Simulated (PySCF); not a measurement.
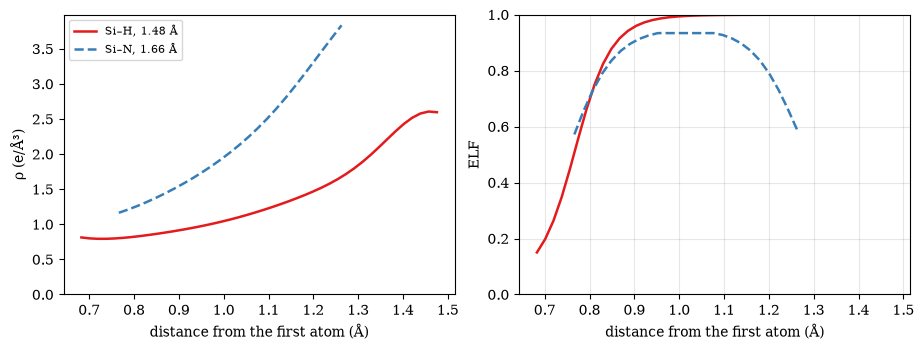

The picture shows: H₃NSi (SMILES [N][SiH3]) (triplet). Electron density and ELF along straight lines between neighbouring atoms. The curves leave out the atomic cores.

Geometry: GFN2-xTB.

Computed with UKS B3LYP, pcH-1 on H N Si, non-relativistic, mean-field spin-orbit, GIAO in PySCF 2.14.0, density-fitted response routines.

Input

```
{"job": {"kind": "epr", "basis": "pcH-1"}, "charge": 0, "multiplicity": 3}
N      1.612494    -0.300422     0.123946
Si    -0.010414     0.002986    -0.004139
H     -0.717944    -0.357940     1.239274
H     -0.264870     1.431929    -0.270165
H     -0.610644    -0.773700    -1.106102
```

Command:

```sh
OMP_NUM_THREADS=1 python probes_run.py task.json out
```

Question: Compare the contacts.

Answer: Si–H (1.48 Å): ρ at the midpoint is about 0.79 e/Å³; the ELF climbs to about 1 towards the hydrogen, as it does in any bond to H.
Si–N (1.66 Å): ρ at the midpoint is about 1.3 e/Å³; the ELF peaks at about 0.95 between the atoms (a polar covalent bond).
